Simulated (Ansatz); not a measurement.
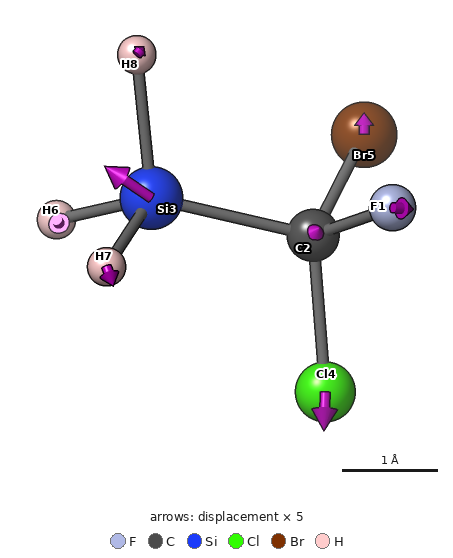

A relaxation of CH₃BrClFSi (coarse preliminary run). The starting structure is drawn; purple arrows show the displacements, 5 times their true length. The two geometries are superimposed by the best rigid fit.

The picture is a ball-and-stick view, seen at a tilt.

The start comes from a force field.

These are results of RKS PBE-D4/def2-SVP in Ansatz, not measurements. (force threshold 0.03 eV/Å; at most 200 steps)

> What happened in the run?

Si3 moves most after the best rigid fit: 0.13 Å. By element the largest moves are Si 0.13 Å, Cl 0.09 Å, F 0.06 Å, H 0.06 Å, Br 0.05 Å, C 0.04 Å. Among the contacts that change: C2–Si3 1.813 → 1.932 Å, C2–Cl4 1.699 → 1.799 Å, Si3–H8 1.565 → 1.499 Å, C2–Br5 1.945 → 1.988 Å. Bond angles that change, for instance: C2–Si3–H7 114.3° → 107.2°, H7–Si3–H8 103.8° → 110.6°, H6–Si3–H8 105.0° → 111.6°. The energy falls by 0.371 eV in 5 accepted moves (6 points after the start). Largest force component: 2.7 eV/Å at the start, 0.0088 eV/Å at the end. The line search rejected the trial step at point 5 of the run.
